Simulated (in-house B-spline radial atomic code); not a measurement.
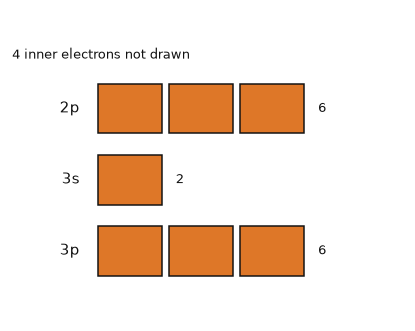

**Figure 1.** The outer shells of the closed core: a box for each of the 2l + 1 orbitals, shaded by the share of the shell that is filled, with the electron count at the right.

V³⁺: many-body perturbation calculation

V³⁺, core [Ne] 3s2 3p6. Computed at this level: configuration interaction of two valence electrons with many-body perturbation theory for the core (screened one- and two-electron correlation potentials), Breit and QED, no-pair Dirac, B-spline basis (in-house B-spline radial atomic code).

Results in brief:

| quantity | value |
| --- | --- |
| outcome | converged |
| hardware | 1 CPU thread, shared host |
| wall time | 1.7 min |

Notes:

Limits: levels with the lowest nd electron over a p6 core lie up to 1200 cm⁻¹ too low for each such electron near neutrality.

Input:
```
basis_form = 3
Z = 23
core_configuration = [Ne] 3s2 3p6
rms_radius = 3.6002
mass_number = 51
speed_of_light = 137.035999084
box_radius = 18.0
lmax = 6
intervals = 65
virtual_cutoff = 1058.0
```

Launched within a batch (the task file carries these settings):
```bash
python <driver script> task.json out
```

The program writes its results to a structured record and prints no log; tables and figures of this report are taken from that record.

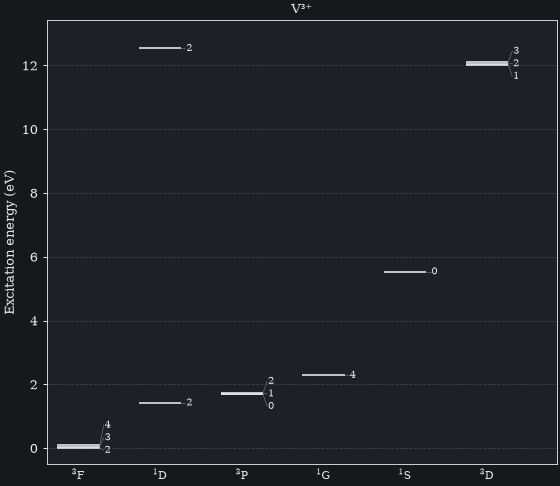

**Figure 2.** Levels of V³⁺ (vanadium, Z = 23), two electrons outside the core [Ne] 3s² 3p⁶. CI+MBPT: configuration interaction in the frozen-core Dirac–Hartree–Fock potential with screened core-valence correlation, Breit and QED terms; computed with a B-spline radial code. The lowest level is 3d² ³F₂. The first excited level, 3d² ³F₃, lies at 0.0394 eV. The ground term spreads over 0.0892 eV in the order J = 2, 3, 4, a normal multiplet. All levels drawn have even parity, so no electric dipole line joins them. The ionisation energy is 46.75 eV, against 43.60 eV from CI without core-valence correlation and a measured value of 46.71 eV.

```csv
Level,E (eV)
3d² ³F₂,0
3d² ³F₃,0.03941
3d² ³F₄,0.08924
3d² ¹D₂,1.421
3d² ³P₀,1.687
3d² ³P₁,1.701
3d² ³P₂,1.728
3d² ¹G₄,2.290
3d² ¹S₀,5.533
3d 4s ³D₁,12.02
3d 4s ³D₂,12.05
3d 4s ³D₃,12.10
3d 4s ¹D₂,12.54
```
